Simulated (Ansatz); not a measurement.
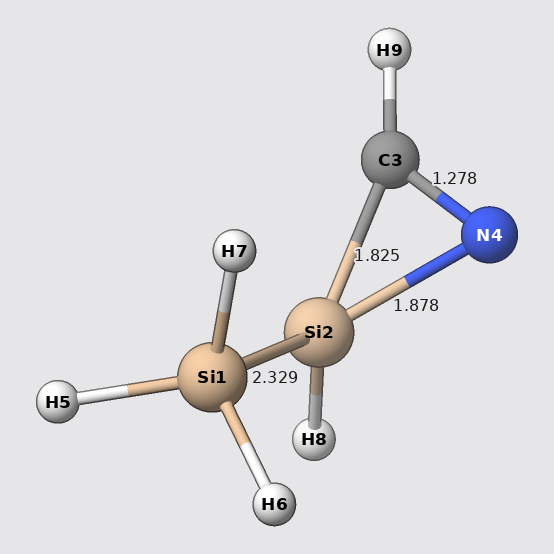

The numbers beside the sticks are distances in Å. Sticks don't show bond order. The computed structure is the end point of a PBE-D4/def2-SVP optimisation. No frequency run is at hand to confirm it as a minimum.

Q: Which of the marked bonds are single, double, triple or aromatic?

A: Si1–Si2 single; Si2–C3 single; Si2–N4 single; C3–N4 double.

Q: Give the structure as SMILES.

A: [SiH3][Si@H]1C=N1
